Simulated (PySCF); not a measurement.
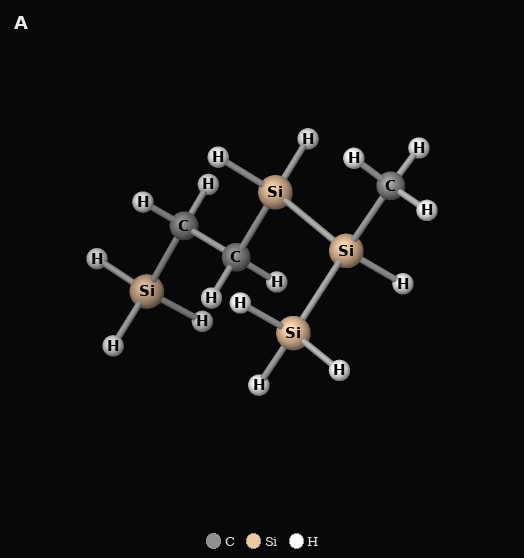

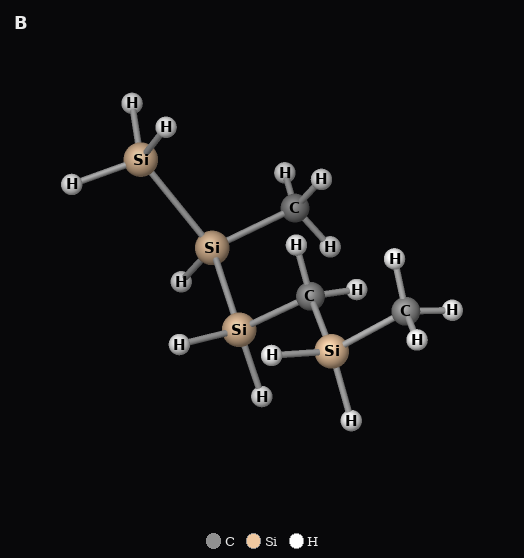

2 stationary structures of one formula. Geometries: GFN2-xTB. Electronic energies: PBE0/pcSseg-1 (PySCF 2.14.0), without zero-point energy. No frequency run is at hand to confirm each as a minimum. Each is one conformer, not always the lowest.

**Are they conformers, stereoisomers or constitutional isomers?**

They are constitutional isomers of C3H16Si4: A `C[Si@@H]([SiH3])[SiH2]CC[SiH3]`, B `C[SiH2]C[SiH2][Si@H](C)[SiH3]`.

**Which structure is the most stable?**

B is lowest; A lies 61.6 kJ/mol above it.

The geometry is semi-empirical. Around Si such bond lengths and angles can be off by a tenth of an ångström or more and by several degrees, and values that hang on the shape move with them.
